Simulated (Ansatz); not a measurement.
Pressure series in SiC

The reference is SiC in the zinc blende structure (space group F-43m, No. 216; a = 4.356 Å).

Cell and atoms are relaxed at each pressure.

The values are results of r2SCAN (Ansatz, an electronic-structure program), scalar-relativistic without spin-orbit coupling, not measurements.

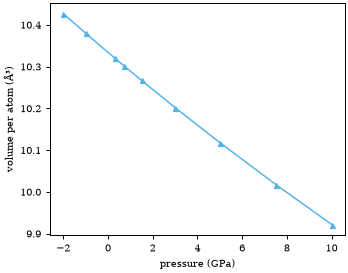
Fig. 1. Volume against pressure

Task: Estimate the zero-pressure bulk modulus from the plot.

Result: About 230 GPa; a third-order Birch–Murnaghan fit to the points gives V₀ = 10.33 Å³/atom, B₀ = 227 GPa and B₀′ = 3.9.

Measured bulk modulus of SiC: 229.1 GPa (static lattice; corrected from measurement; as listed in Daniel Mejia-Rodriguez, S. B. Trickey, Phys. Rev. B (2018)); the computed value is 1 % below it.

Load acts through the strain it causes; cell and atoms are relaxed under it. No phonon test of stability was made. No other phases were tried under pressure.
